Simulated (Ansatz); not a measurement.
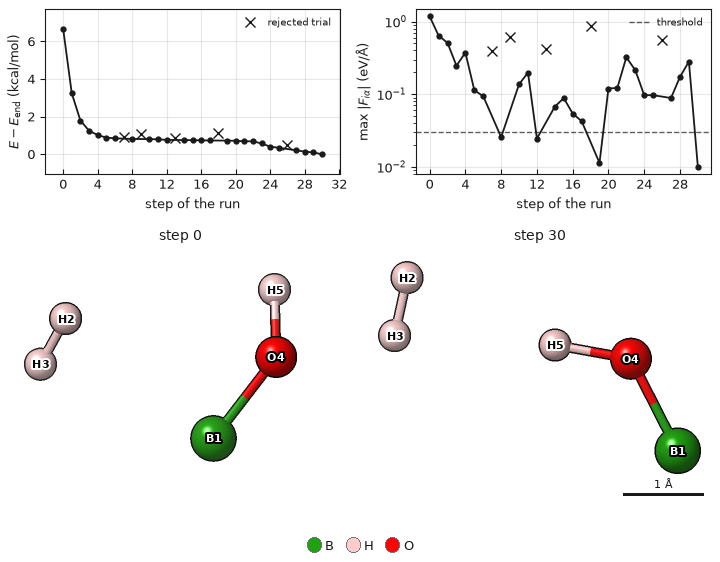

First and last geometry of a relaxation of BH3O, with the history of the run. A ball-and-stick model, seen face on.

The run prepares an end point of a later path (reaction) calculation, from a guessed geometry.

The calculation used RKS BLYP-D4/def2-TZVP in Ansatz 0.2.0. (no spin polarisation; force threshold 0.03 eV/Å; at most 50 steps)

> Did the run converge, and what did it change?

It converged. The atom that moves furthest after the best rigid fit is B1 (1.34 Å). By element the largest moves are B 1.34 Å, H 1.23 Å, O 0.16 Å. Some distances before and after: H2–H3 0.710 → 0.750 Å, B1–O4 1.311 → 1.303 Å. The energy falls by 6.67 kcal/mol in 25 accepted moves (30 points after the start). The largest force component goes from 1.2 to 0.01 eV/Å. The line search rejected the trial steps at points 7, 9, 13, 18, 26 of the run. The forces were under the threshold at step 8, but the run went on from there. The run took 32 s on 1 thread of Arm Neoverse V1, with other jobs on the host, peak memory 0.1 GiB.

```csv
step,"E − E(0), kcal/mol","largest force component, eV/Å",note
0,0.00,1.1831,
1,-3.43,0.6407,
2,-4.88,0.5097,
3,-5.42,0.2468,
4,-5.65,0.3739,
5,-5.78,0.1135,
6,-5.82,0.0936,
7,-5.77,0.3917,rejected
8,-5.86,0.0256,
9,-5.57,0.6158,rejected
10,-5.86,0.1368,
11,-5.88,0.1982,
12,-5.91,0.0245,
13,-5.81,0.4253,rejected
14,-5.92,0.0672,
15,-5.92,0.0885,
16,-5.93,0.0542,
17,-5.94,0.0426,
18,-5.54,0.8643,rejected
19,-5.94,0.0113,
21,-5.98,0.1225,
22,-5.98,0.3224,
23,-6.10,0.2147,
24,-6.27,0.0971,
25,-6.33,0.0969,
26,-6.16,0.5664,rejected
27,-6.45,0.0886,
28,-6.53,0.1730,
29,-6.57,0.2811,
30,-6.67,0.0100,
```

Limits of the set-up: the start holds two separate molecules, 2.4 Å apart at their closest, whose relative position is a soft coordinate.
